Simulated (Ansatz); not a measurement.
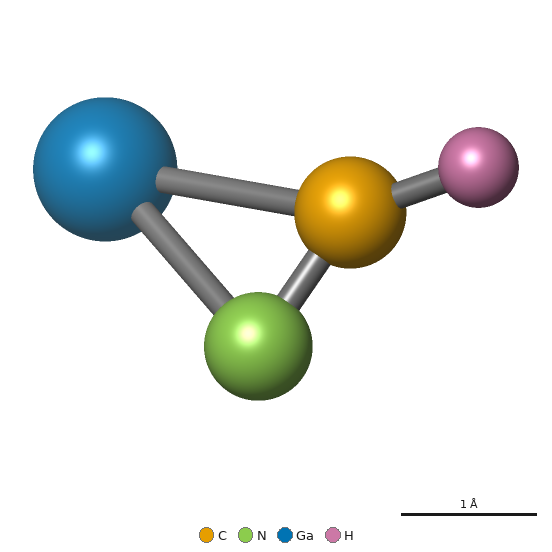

Ball-and-stick drawing of a structure.

State: neutral, doublet. Computed geometry: PBE0-D4/def2-TZVP optimisation. No frequency run is at hand to confirm it as a minimum.

What does the picture show?

It has 4 atoms: 1 carbon, 1 hydrogen, 1 gallium and 1 nitrogen (CHGaN). This geometry has Cs symmetry. It is an open-shell species. All atoms lie on one plane.

The parts below concern this one geometry. Atoms keep their numbers from picture to picture.

Geometry

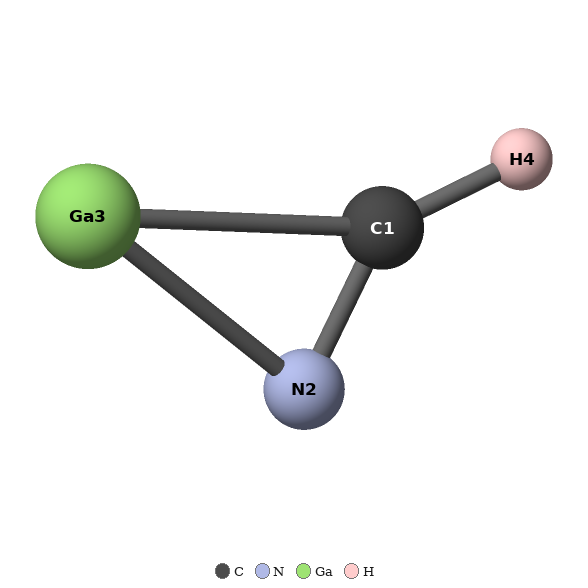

Numbered structure. No frequency run is at hand to confirm it as a minimum.

List the bonds and their lengths.

```csv
bond,length (Å)
C1–N2,1.211
C1–Ga3,2.228
C1–H4,1.095
N2–Ga3,2.161
```

Charges

The questions are on Mulliken charges. No frequency run is at hand to confirm it as a minimum. Method: UKS PBE0-D4/def2-TZVP (Ansatz 0.2.0).

> Which atom carries the highest charge (most positive or least negative)?

Ga3 (0.23 e).

> And the lowest?

C1 (−0.21 e).

List the Mulliken charges.

| atom | value (e) |
| --- | --- |
| C1 | −0.21 |
| N2 | −0.19 |
| Ga3 | 0.23 |
| H4 | 0.16 |

Dipole moment

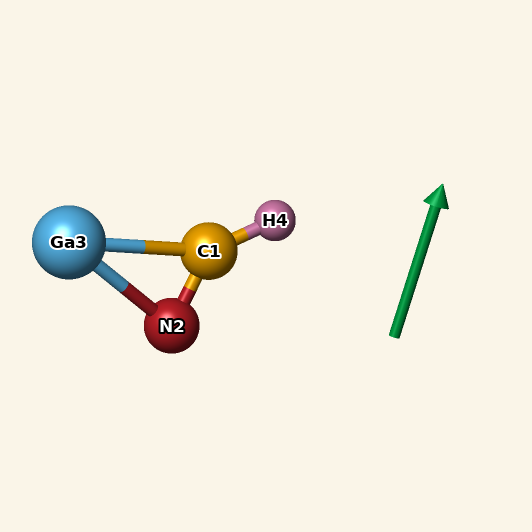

The arrow beside the molecule shows the direction of the dipole moment, from the negative to the positive end (its length means nothing). No frequency run is at hand to confirm it as a minimum. Properties computed with UKS PBE0-D4/def2-TZVP (Ansatz 0.2.0).

> How large is the dipole moment?

1.54 D; it points from the side of N2 to the side of H4 (the outermost atoms at the two ends).

Electronic properties

No frequency run is at hand to confirm it as a minimum. Level of theory: UHF-CCSD(T), frozen core/def2-TZVPP (Ansatz 0.2.0).

> What is the ⟨S²⟩ of the determinant?

0.782.

> Give the T1 diagnostic at this level.

0.023.

Mulliken values depend strongly on the basis set and can even reverse the polarity of a bond.
